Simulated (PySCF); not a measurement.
# C7H5NO (3-cyanophenol): the cost of one run

Programs: PySCF 2.14.0, with routines of our own; each step states its level. All values are computed. Atoms count from 0.

## Step 1: The system as given

14 atoms, charge 0, multiplicity 1; geometry from: GFN2-xTB.

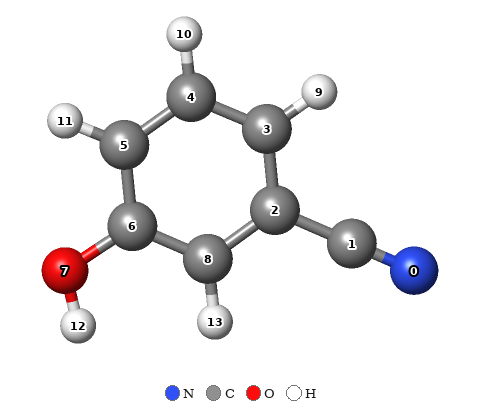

The starting geometry (nitrogen blue, carbon grey, oxygen red, hydrogen white).

## Step 2: Geometry optimisation at PBE0-D3(BJ)/def2-SVP

Job settings and geometry (Å):

```
{"job": {"xc": "PBE0", "basis": "def2-SVP", "d3": "d3bj", "grid": 2, "kind": "geom"}, "charge": 0, "multiplicity": 1}
N      3.306881    -1.660639    -0.356119
C      2.323540    -1.083682    -0.236759
C      1.111044    -0.371179    -0.087517
C      1.138622     0.996294     0.178883
C     -0.056163     1.678703     0.323491
C     -1.264289     1.018285     0.207739
C     -1.292780    -0.350795    -0.057092
O     -2.501675    -0.954964    -0.157919
C     -0.102256    -1.047650    -0.206663
H      2.086087     1.505020     0.269650
H     -0.045114     2.737861     0.529707
H     -2.201599     1.539594     0.318611
H     -2.393511    -1.897604    -0.333965
H     -0.109464    -2.109716    -0.414212
```

Run with:

```console
> OMP_NUM_THREADS=1 python excited_run.py task.json out
```

One launch serves the whole session: the jobs run in the order shown.

Q: Estimate the wall time and peak memory of this first job on 1 thread of AMD EPYC 9R45, shared host.

About 25 s, with a peak of 0.74 GiB.
